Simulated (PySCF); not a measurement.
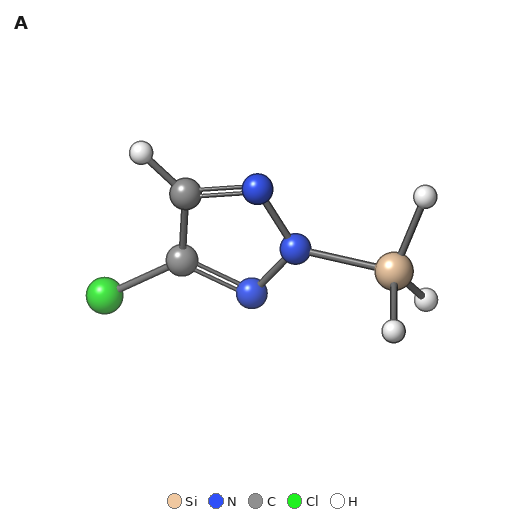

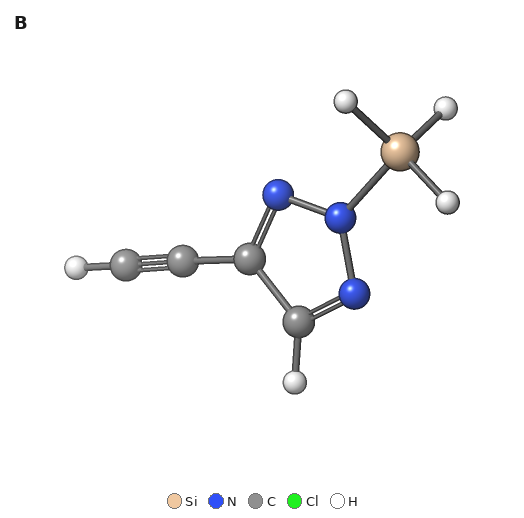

Two related species, optimised with GFN2-xTB; properties computed with PySCF 2.14.0. Both: charge 0, singlet.

### Identify both.

A is C2H4ClN3Si ([SiH3]n1ncc(Cl)n1), B is C4H5N3Si (C#Cc1cnn([SiH3])n1).

Compare them. With CAM-B3LYP/def2-SVPD: dipole moment (D), HOMO–LUMO gap (eV), HOMO energy (Kohn–Sham orbital) (eV), lowest vertical singlet excitation (eV), mean static polarisability (bohr³). With GFN2-xTB: mean Si–H length (Å), mean Si–N length (Å).

| quantity | A | B |
| --- | --- | --- |
| dipole moment (D) | 1.66 | 0.55 |
| HOMO–LUMO gap (eV) | 9.35 | 8.69 |
| HOMO energy (Kohn–Sham orbital) (eV) | −8.96 | −8.58 |
| lowest vertical singlet excitation (eV) | 6.21 | 5.72 |
| mean static polarisability (bohr³) | 81.5 | 92.3 |
| mean Si–H length (Å) | 1.459 | 1.459 |
| mean Si–N length (Å) | 1.769 | 1.763 |

Each is one conformer, and no frequency run is at hand to confirm it as a minimum.

The geometry is semi-empirical. Around Si such bond lengths and angles can be off by a tenth of an ångström or more and by several degrees, and values that hang on the shape move with them.
